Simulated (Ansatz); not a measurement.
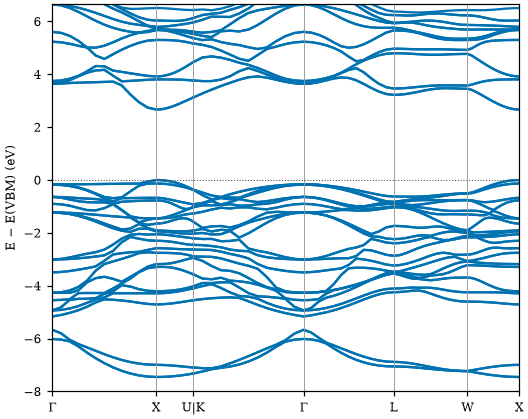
Fig. 1. Band structure from r²SCAN with spin–orbit coupling (plane waves, PAW; program Ansatz)

**Question.** Read off the gap and where the band edges lie.

**Answer.** About 2.7 eV (2.66 eV by a search for the band edges); maximum at X, minimum at X.

The material is ScTaPb2O6 in space group Fm-3m (No. 225; Sc on 4a, Ta on 4b, Pb on 8c, O on 24e).

The first step of the workflow began from a Materials Project structure, measured or hypothetical; the Crystallography Open Database copy checked does not list it. Whether it is the stable phase at ambient conditions was not checked. The r²SCAN relaxation kept the symmetry of its start; whether a distortion lowers the energy is not shown. The run is not spin-polarised.

Potentials: the later of the program's two PAW sets.
